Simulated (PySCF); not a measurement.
# C2H6BNS2: geometry, spin-spin couplings

Aim: predict the spin-spin couplings of C2H6BNS2 (`NB1SCCS1`).

Computed with PySCF 2.14.0, with density-fitted response routines of our own, on a single molecule in the gas phase. Atoms are numbered from 0 throughout.

## (1) The molecule as given

12 atoms, charge 0, multiplicity 1; geometry from: GFN2-xTB. The atoms were then displaced at random by about 0.01 Å, so the start is not that level's minimum.

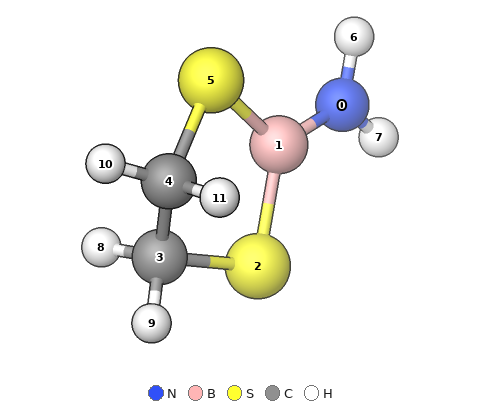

The starting geometry (nitrogen blue, boron pink, sulfur yellow, carbon grey, hydrogen white), atoms numbered.

## (2) Optimising the geometry at PBE0-D3(BJ)/def2-SVP

What the job is given:

```
{"job": {"xc": "PBE0", "basis": "def2-SVP", "d3": "d3bj", "grid": 1, "shake": 0.01, "kind": "geom"}, "charge": 0, "multiplicity": 1}
N      2.560550     0.111540     0.240470
B      1.152100     0.056270     0.184510
S      0.222400    -1.469370     0.538660
C     -1.331310    -0.814380    -0.055700
C     -1.455820     0.657580     0.230340
S      0.110370     1.488370    -0.248350
H      3.061430     0.981610     0.057870
H      3.145010    -0.642030     0.448480
H     -1.412900    -1.005660    -1.105780
H     -2.155530    -1.375220     0.463680
H     -2.266700     1.133200    -0.312240
H     -1.589910     0.849820     1.313760
```

Run with:

```bash
$ OMP_NUM_THREADS=1 python probes_run.py task.json out
```

One launch serves the whole session: the jobs run in the order shown.

What it wrote:

```text
step   0  E = -955.09777823  max force = 0.038332
step   1  E = -955.10038200  max force = 0.007467
step   2  E = -955.10116063  max force = 0.001416
step   3  E = -955.10132878  max force = 0.001312
step   4  E = -955.10137898  max force = 0.000936
step   5  E = -955.10140031  max force = 0.000478
step   6  E = -955.10140870  max force = 0.000219
optimisation converged
```

Wall time 43 s (1 thread of Arm Neoverse V1, shared host); peak memory 0.52 GiB.

The steps of the relaxation:

```tsv
step	energy from step 0 (eV)	largest force component (eV/Å)
0	0.0000	1.9711
1	-0.0709	0.3840
2	-0.0920	0.0728
3	-0.0966	0.0675
4	-0.0980	0.0481
5	-0.0986	0.0246
6	-0.0988	0.0113
```

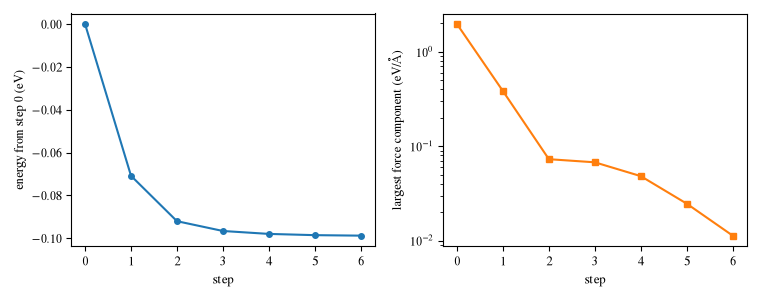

Energy and force, step by step.

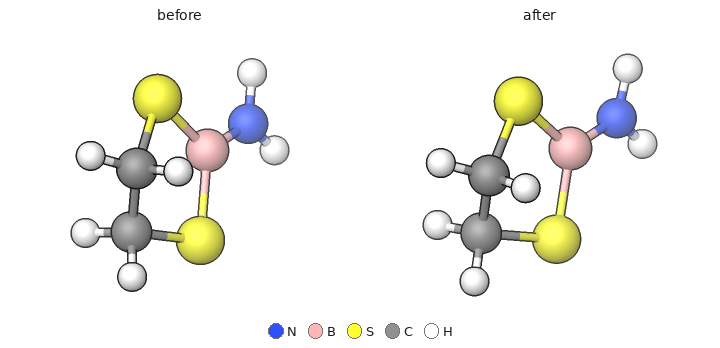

Before and after, at one scale.

Close pairs (by a distance rule), those that changed most:

```tsv
bond	before (Å)	after (Å)	change (Å)
S2–C3	1.788	1.826	+0.038
N0–H7	0.976	1.010	+0.034
C3–H8	1.070	1.101	+0.031
C3–H9	1.124	1.100	-0.024
C4–H10	1.085	1.101	+0.015
N0–B1	1.411	1.398	-0.012
N0–H6	1.020	1.010	-0.010
C4–S5	1.836	1.826	-0.010
```

The end geometry stands in the next job.

```tsv
at the end point	value
point group (found at 0.08 Å tolerance)	C2
rotational constants (GHz, main isotopes)	2.919, 2.633, 1.437
dipole moment (D)	0.42
```

## (3) Indirect couplings: B3LYP/cc-pVTZ

What the job is given:

```
{"job": {"kind": "j", "xc": "B3LYP", "basis": "cc-pVTZ"}, "charge": 0, "multiplicity": 1}
N      2.510181     0.331621     0.556350
B      1.141734     0.148778     0.334876
S      0.324662    -1.479388     0.448796
C     -1.239528    -0.901930    -0.296289
C     -1.504994     0.524481     0.138201
S      0.011214     1.516341    -0.091334
H      2.943902     1.243526     0.587514
H      3.148087    -0.436126     0.713666
H     -1.153145    -0.966183    -1.392187
H     -2.043720    -1.578757     0.029673
H     -2.306367     0.983198    -0.460765
H     -1.795897     0.564154     1.199323
```

Method: B3LYP/cc-pVTZ indirect spin-spin coupling, non-relativistic, gas phase.

What it wrote:

```text
coarse grid: 11288 points
cycle   1  E = -955.9968421256  dE =  6.941e-01  |g| = 4.308e-01  |ddm| = 7.088e+00
cycle   2  E = -955.9751863768  dE =  2.166e-02  |g| = 5.550e-01  |ddm| = 1.622e+00
cycle   3  E = -956.0414729497  dE = -6.629e-02  |g| = 7.939e-02  |ddm| = 8.360e-01
cycle   4  E = -956.0429419237  dE = -1.469e-03  |g| = 3.064e-02  |ddm| = 1.701e-01
cycle   5  E = -956.0431538463  dE = -2.119e-04  |g| = 7.545e-03  |ddm| = 5.033e-02
cycle   6  E = -956.0431662553  dE = -1.241e-05  |g| = 3.359e-03  |ddm| = 1.313e-02
cycle   7  E = -956.0431691829  dE = -2.928e-06  |g| = 6.935e-04  |ddm| = 5.504e-03
final grid: 100344 points
cycle   8  E = -956.0483276341  dE = -5.883e-05  |g| = 5.883e-03  |ddm| = 7.921e-02
cycle   9  E = -956.0483185636  dE =  9.071e-06  |g| = 8.698e-03  |ddm| = 2.011e-02
cycle  10  E = -956.0483347682  dE = -1.620e-05  |g| = 4.682e-04  |ddm| = 1.183e-02
cycle  11  E = -956.0483348227  dE = -5.444e-08  |g| = 1.991e-04  |ddm| = 1.135e-03
cycle  12  E = -956.0483348330  dE = -1.029e-08  |g| = 3.748e-05  |ddm| = 3.758e-04
cycle  13  E = -956.0483348332  dE = -2.851e-10  |g| = 1.225e-05  |ddm| = 6.743e-05
converged SCF energy = -956.0483348332

Indirect spin-spin couplings (Hz)
  i      j    bonds     total        FC       PSO       DSO        SD
  0 N    1 B    1    -43.286   -45.362     2.418    -0.119    -0.223
  0 N    2 S    2     -2.563    -2.662     0.256     0.000    -0.158
  0 N    3 C    3     -1.057    -1.098     0.008     0.026     0.007
  0 N    4 C    3     -1.039    -1.080     0.009     0.026     0.006
  0 N    5 S    2     -2.596    -2.693     0.256     0.000    -0.160
  0 N    6 H    1    -75.747   -72.205    -2.945    -0.272    -0.325
  0 N    7 H    1    -75.819   -72.277    -2.945    -0.272    -0.324
  1 B    2 S    1     -3.053     0.122    -3.475     0.067     0.234
  1 B    3 C    2      1.594     1.669    -0.115     0.075    -0.036
  1 B    4 C    2      1.576     1.652    -0.115     0.075    -0.036
  1 B    5 S    1     -3.024     0.159    -3.484     0.067     0.233
  1 B    6 H    2      3.183     4.019    -0.079    -0.653    -0.104
  1 B    7 H    2      3.183     4.021    -0.079    -0.653    -0.105
  1 B    8 H    3     -0.083     0.004    -0.126     0.060    -0.022
  1 B    9 H    3      6.239     6.486     0.235    -0.472    -0.010
  1 B   10 H    3      6.192     6.439     0.234    -0.471    -0.010
  1 B   11 H    3     -0.113    -0.021    -0.121     0.051    -0.022
  2 S    3 C    1    -11.522   -12.884     1.318     0.043         -
  2 S    4 C    2     -0.535    -0.015    -0.526     0.006         -
  2 S    6 H    3      3.291     3.456    -0.033    -0.133         -
  2 S    7 H    3      0.326     0.411    -0.095     0.010         -
  2 S    8 H    2      1.659     1.587     0.099    -0.027         -
  2 S    9 H    2      5.898     5.633     0.294    -0.029         -
  2 S   10 H    3      1.966     2.145    -0.061    -0.118         -
  2 S   11 H    3      0.360     0.440    -0.077    -0.003         -
  3 C    4 C    1     26.202    26.830    -0.882     0.254         -
  3 C    5 S    2     -0.538    -0.022    -0.522     0.006         -
  3 C    6 H    4      0.177     0.279     0.235    -0.337         -
  3 C    7 H    4     -0.243    -0.100     0.171    -0.314         -
  3 C    8 H    1    131.628   129.958     0.696     0.973         -
  3 C    9 H    1    129.744   128.035     0.780     0.929         -
  3 C   10 H    2     -0.534    -0.627     0.142    -0.049         -
  3 C   11 H    2     -2.650    -2.638     0.007    -0.018         -
  4 C    5 S    1    -11.522   -12.884     1.319     0.043         -
  4 C    6 H    4     -0.247    -0.104     0.171    -0.314         -
  4 C    7 H    4      0.178     0.281     0.234    -0.337         -
  4 C    8 H    2     -2.683    -2.672     0.004    -0.015         -
  4 C    9 H    2     -0.490    -0.583     0.144    -0.051         -
  4 C   10 H    1    129.646   127.936     0.781     0.929         -
  4 C   11 H    1    131.819   130.153     0.695     0.972         -
  5 S    6 H    3      0.320     0.405    -0.095     0.009         -
  5 S    7 H    3      3.314     3.479    -0.033    -0.133         -
  5 S    8 H    3      0.372     0.451    -0.077    -0.002         -
  5 S    9 H    3      1.961     2.139    -0.059    -0.118         -
  5 S   10 H    2      5.873     5.611     0.291    -0.029         -
  5 S   11 H    2      1.690     1.618     0.099    -0.027         -
  6 H    7 H    2     -3.410    -4.154     6.088    -5.343         -
  6 H    8 H    5     -0.444    -0.146     0.821    -1.119         -
  6 H    9 H    5      0.364     0.756     1.091    -1.483         -
  6 H   11 H    5     -0.352    -0.055     0.660    -0.957         -
  7 H    8 H    5     -0.351    -0.055     0.660    -0.955         -
  7 H   10 H    5      0.350     0.741     1.090    -1.481         -
  7 H   11 H    5     -0.451    -0.152     0.820    -1.119         -
  8 H    9 H    2     -9.982   -10.353     2.246    -1.876         -
  8 H   10 H    3      4.942     4.568     0.204     0.170         -
  8 H   11 H    3     13.172    13.442     2.247    -2.517         -
  9 H   10 H    3      1.529     1.349     0.811    -0.631         -
  9 H   11 H    3      4.903     4.532     0.217     0.154         -
 10 H   11 H    2     -9.908   -10.276     2.250    -1.882         -
```

Wall time 82 s (1 thread of Arm Neoverse V1, shared host); peak memory 1.1 GiB.

The basis is not made for couplings: without tight functions at the nuclei these values are rough.

A choice of the couplings up to four bonds, sorted by the number of bonds, with means over like pairs; isotopes 11B, 13C, 1H, 15N, 33S:

```tsv
pair	bonds	J (Hz)	Fermi contact (Hz)	dihedral (°)
C3–H8	1	130.7	129.0	–
N0–H6	1	-75.8	-72.2	–
N0–B1	1	-43.3	-45.4	–
C3–C4	1	26.2	26.8	–
S2–C3	1	-11.5	-12.9	–
B1–S2	1	-3.0	0.1	–
H8–H9	2	-9.9	-10.3	–
S2–H8	2	3.8	3.6	–
H6–H7	2	-3.4	-4.2	–
B1–H6	2	3.2	4.0	–
N0–S2	2	-2.6	-2.7	–
C3–H10	2	-1.6	-1.6	–
B1–C3	2	1.6	1.7	–
H8–H11	3	7.4	7.4	–
H8–H10	3	4.9	4.5	47
B1–H8	3	3.1	3.2	–
S2–H6	3	1.8	1.9	–
S2–H10	3	1.2	1.3	–
N0–C3	3	-1.0	-1.1	-169
```

Where two rows join the same classes of atoms, they are different kinds of pair (such as cis and trans), each a mean over its own pairs alone.

Means hide unlike values in this fixed geometry: S2–H8 from 1.7 to 5.9 Hz; H8–H11 from 1.5 to 13.2 Hz; B1–H8 from -0.1 to 6.2 Hz. They hold only if the pairs exchange fast.

The spin-dipole term was solved for some atoms only; pairs without it lack that part.

The response was solved for the nuclei of B, C, H, N alone, so couplings that need other nuclei can be missing.

Quadrupole couplings from the field gradients of the same density:

```tsv
atom	isotope	eQq/h (MHz)	η
S5	33S	-31.2	0.86
S2	33S	-31.2	0.86
N0	14N	-3.596	0.46
B1	11B	2.576	0.56
```

## (4) Indirect couplings: B3LYP/6-31G*

Same as in step 3 but for these lines:

```diff
@@ -1,2 +1,2 @@
-{"job": {"kind": "j", "xc": "B3LYP", "basis": "cc-pVTZ"}, "charge": 0, "multiplicity": 1}
+{"job": {"kind": "j", "xc": "B3LYP", "basis": "6-31G*"}, "charge": 0, "multiplicity": 1}
 N      2.510181     0.331621     0.556350
```

With the program's defaults for keys left out, this is: B3LYP/6-31G* indirect spin-spin coupling, non-relativistic, gas phase.

What it wrote:

```text
coarse grid: 11288 points
cycle   1  E = -955.9370397670  dE =  7.211e-01  |g| = 4.121e-01  |ddm| = 3.483e+00
cycle   2  E = -955.9249573550  dE =  1.208e-02  |g| = 4.951e-01  |ddm| = 9.020e-01
cycle   3  E = -955.9801618475  dE = -5.520e-02  |g| = 7.753e-02  |ddm| = 4.564e-01
cycle   4  E = -955.9817411479  dE = -1.579e-03  |g| = 1.743e-02  |ddm| = 1.088e-01
cycle   5  E = -955.9818168317  dE = -7.568e-05  |g| = 6.000e-03  |ddm| = 2.603e-02
cycle   6  E = -955.9818250840  dE = -8.252e-06  |g| = 2.324e-03  |ddm| = 9.893e-03
final grid: 100344 points
cycle   7  E = -955.9038668049  dE = -6.813e-06  |g| = 8.301e-03  |ddm| = 1.871e-02
cycle   8  E = -955.9038434497  dE =  2.336e-05  |g| = 1.263e-02  |ddm| = 1.949e-02
cycle   9  E = -955.9038844943  dE = -4.104e-05  |g| = 3.696e-04  |ddm| = 1.243e-02
cycle  10  E = -955.9038845319  dE = -3.767e-08  |g| = 1.566e-04  |ddm| = 8.040e-04
cycle  11  E = -955.9038845382  dE = -6.222e-09  |g| = 5.291e-05  |ddm| = 2.217e-04
cycle  12  E = -955.9038845388  dE = -6.737e-10  |g| = 1.121e-05  |ddm| = 6.369e-05
converged SCF energy = -955.9038845388

Indirect spin-spin couplings (Hz)
  i      j    bonds     total        FC       PSO       DSO        SD
  0 N    1 B    1    -38.960   -40.771     2.136    -0.119    -0.207
  0 N    2 S    2     -2.248    -2.330     0.219     0.000    -0.138
  0 N    3 C    3     -1.155    -1.195     0.008     0.026     0.006
  0 N    4 C    3     -1.143    -1.183     0.009     0.026     0.005
  0 N    5 S    2     -2.278    -2.359     0.220     0.000    -0.140
  0 N    6 H    1    -84.511   -81.513    -2.412    -0.322    -0.264
  0 N    7 H    1    -84.551   -81.554    -2.412    -0.322    -0.263
  1 B    2 S    1     -0.538     2.345    -3.170     0.067     0.220
  1 B    3 C    2      1.768     1.792    -0.066     0.077    -0.034
  1 B    4 C    2      1.784     1.808    -0.066     0.076    -0.034
  1 B    5 S    1     -0.491     2.399    -3.177     0.067     0.219
  1 B    6 H    2      2.798     3.786    -0.250    -0.634    -0.105
  1 B    7 H    2      2.799     3.789    -0.250    -0.634    -0.106
  1 B    8 H    3      0.181     0.254    -0.118     0.066    -0.021
  1 B    9 H    3      6.659     6.987     0.149    -0.465    -0.012
  1 B   10 H    3      6.614     6.943     0.148    -0.464    -0.013
  1 B   11 H    3      0.153     0.232    -0.115     0.057    -0.021
  2 S    3 C    1     -5.243    -6.555     1.269     0.044         -
  2 S    4 C    2     -0.143     0.321    -0.470     0.006         -
  2 S    6 H    3      3.289     3.478    -0.058    -0.131         -
  2 S    7 H    3      0.456     0.529    -0.083     0.011         -
  2 S    8 H    2      0.620     0.581     0.064    -0.025         -
  2 S    9 H    2      4.195     3.982     0.239    -0.027         -
  2 S   10 H    3      1.867     2.062    -0.077    -0.117         -
  2 S   11 H    3      0.245     0.306    -0.060    -0.002         -
  3 C    4 C    1     45.926    46.353    -0.681     0.254         -
  3 C    5 S    2     -0.148     0.312    -0.466     0.006         -
  3 C    6 H    4      0.201     0.360     0.175    -0.334         -
  3 C    7 H    4     -0.304    -0.116     0.123    -0.311         -
  3 C    8 H    1    157.656   156.228     0.400     1.028         -
  3 C    9 H    1    152.297   150.828     0.481     0.988         -
  3 C   10 H    2     -0.743    -0.874     0.174    -0.043         -
  3 C   11 H    2     -2.604    -2.626     0.031    -0.009         -
  4 C    5 S    1     -5.240    -6.553     1.270     0.044         -
  4 C    6 H    4     -0.307    -0.119     0.123    -0.311         -
  4 C    7 H    4      0.206     0.365     0.174    -0.333         -
  4 C    8 H    2     -2.622    -2.645     0.029    -0.006         -
  4 C    9 H    2     -0.709    -0.839     0.175    -0.045         -
  4 C   10 H    1    152.319   150.849     0.481     0.988         -
  4 C   11 H    1    157.732   156.307     0.398     1.027         -
  5 S    6 H    3      0.453     0.525    -0.083     0.011         -
  5 S    7 H    3      3.316     3.506    -0.058    -0.131         -
  5 S    8 H    3      0.254     0.314    -0.059    -0.001         -
  5 S    9 H    3      1.864     2.056    -0.075    -0.117         -
  5 S   10 H    2      4.170     3.960     0.237    -0.027         -
  5 S   11 H    2      0.642     0.603     0.064    -0.025         -
  6 H    7 H    2     -3.850    -2.816     4.114    -5.148         -
  6 H    8 H    5     -0.716    -0.160     0.551    -1.107         -
  6 H   10 H    5     -0.388     0.318     0.583    -1.290         -
  6 H   11 H    5     -0.582    -0.059     0.423    -0.946         -
  7 H    8 H    5     -0.581    -0.059     0.423    -0.944         -
  7 H    9 H    5     -0.391     0.315     0.584    -1.290         -
  7 H   11 H    5     -0.723    -0.166     0.550    -1.107         -
  8 H    9 H    2    -13.530   -13.034     1.258    -1.754         -
  8 H   10 H    3      4.694     4.552    -0.066     0.209         -
  8 H   11 H    3     12.951    13.872     1.550    -2.471         -
  9 H   10 H    3      1.099     1.291     0.397    -0.589         -
  9 H   11 H    3      4.661     4.525    -0.056     0.192         -
 10 H   11 H    2    -13.464   -12.966     1.262    -1.760         -
```

Run time: 15 s. Hardware: 1 thread of Arm Neoverse V1, shared host; peak memory 0.6 GiB.

This basis has no tight s functions, so the Fermi-contact terms are rough.

In short: J(C3,H8) 155.0 Hz, J(N0,H6) -84.5 Hz, J(C3,C4) 45.9 Hz (means over like pairs).

## (5) Comparing the runs: spin-spin couplings

Couplings (Hz), each a mean over the pairs like the one named, with basis size and wall time:

```tsv
run	C3–H8	N0–H6	N0–B1	C3–C4	H8–H9	S2–C3	H8–H11	functions	time
B3LYP/cc-pVTZ	130.7	-75.8	-43.3	26.2	-9.9	-11.5	7.4	272	82 s
B3LYP/6-31G*	155.0	-84.5	-39.0	45.9	-13.5	-5.2	7.0	104	15 s
```

## (6) Outcome

| quantity | value |
| --- | --- |
| point group | C2 |
| rotational constants (main isotopes) | 2.92, 2.63, 1.44 GHz |
| largest coupling of the table (B3LYP/cc-pVTZ) | ¹J(C,H) C3–H8, 130.7 Hz (mean over like pairs) |
| range of J(C3,H8), mean over like pairs | 130.7 to 155.0 Hz |

In words: The start of the PBE0/def2-SVP relaxation was shaken at random by about 0.01 Å, so part of the energy gained, and of the first lengths quoted, undoes that. The optimisation took 6 steps and gained 0.099 eV; among the close pairs (by a distance rule), S2–C3 changed most, from 1.788 to 1.826 Å. No frequency check was run at this level, so the end point may be a saddle. Of the pairs tabulated at B3LYP/cc-pVTZ, C3–H8 (mean over like pairs) couples most strongly (130.7 Hz; Fermi contact 129.0 Hz). Couplings across rotatable bonds belong to this one conformer; where others are populated, the observed values are averages. The coupling C3–H8, as a mean over pairs of its kind, runs from 130.7 Hz (B3LYP/cc-pVTZ) to 155.0 Hz (B3LYP/6-31G*). Couplings from bases without tight functions are rough.
